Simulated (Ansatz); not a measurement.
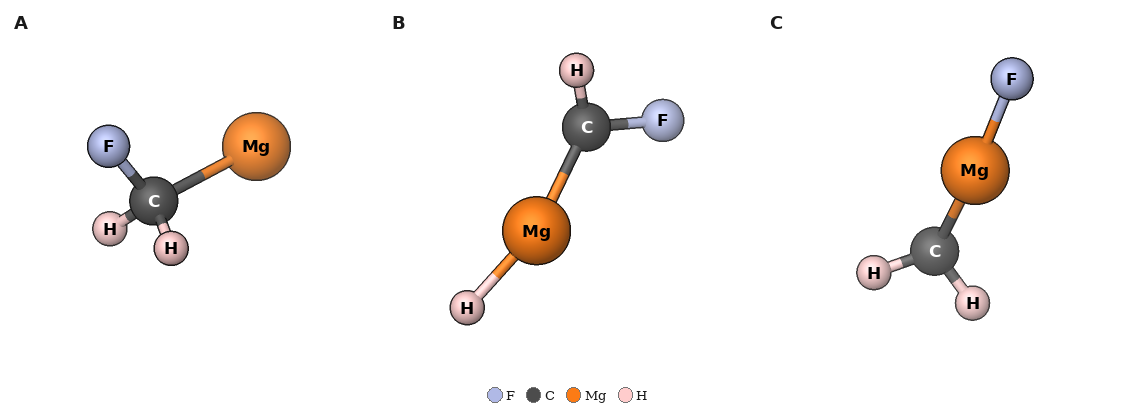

3 stationary structures of one formula. The species has charge −1 and is a spin singlet. Geometries: PBE0-D4/def2-TZVPD. Electronic energies: r2SCAN-D4/def2-TZVPPD (Ansatz 0.2.0), without zero-point energy. No frequency run is at hand to confirm each as a minimum.

> Which is lowest in energy, and by how much?

C is lowest; A lies 136.6 kJ/mol above it (Cs), B lies 285.2 kJ/mol above it (C1).
